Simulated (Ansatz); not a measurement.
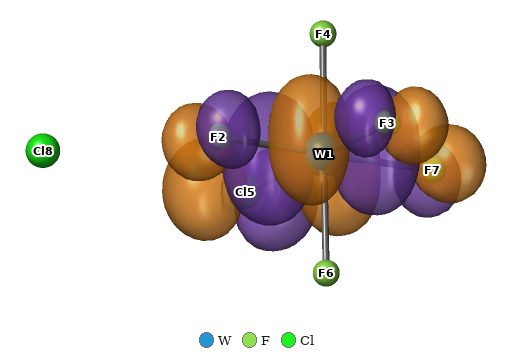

Figure. ClF5W···Cl (doublet). The LUMO (α) at ±0.1 Å⁻³ᐟ² (orange and purple are the two phases), seen from one side.

Core potentials replace the inner electrons of W.

Computed with UKS PBE/def2-SVP (Ansatz 0.2.0).

Input file:

```
crystal:
  periodic: [false, false, false]
  atoms:
    - { symbol: W, position_ang: [-0.016915, -0.00118, -0.313053] }
    - { symbol: F, position_ang: [0.513016, -0.068666, 2.683785] }
    - { symbol: F, position_ang: [1.881921, 0.008685, -0.525483] }
    - { symbol: F, position_ang: [0.079442, 1.705615, 0.385555] }
    - { symbol: Cl, position_ang: [-2.331071, -0.010421, -0.044849] }
    - { symbol: F, position_ang: [0.084605, -1.730964, 0.327422] }
    - { symbol: F, position_ang: [-0.144628, 0.016982, -2.172638] }
    - { symbol: Cl, position_ang: [-0.60637, 0.07995, 3.80926] }
magnetization:
  spin_polarized: true
  initial_magnetization: 1
basis:
  gaussian: { orbitals: def2-SVP }
hamiltonian:
  xc: pbe
relax:
  f_tol: 0.03
  max_steps: 50
output:
  orbitals: {}
```

Run with:

```sh
ansatz run input.yaml --threads 4 --pin off --max-ram 5120MiB --backend cpu --events-out ev --progress --plain --runs-dir out
```

The fields are those of the run's last geometry, not of the input's.

> Where does this orbital lie, and at what energy?

By Hirshfeld shares it lies mainly on W1 (about 60 %), Cl5 (about 10 %), F7 (about 10 %), F2 (about 10 %) and F3 (about 10 %). Its energy is −5.61 eV.
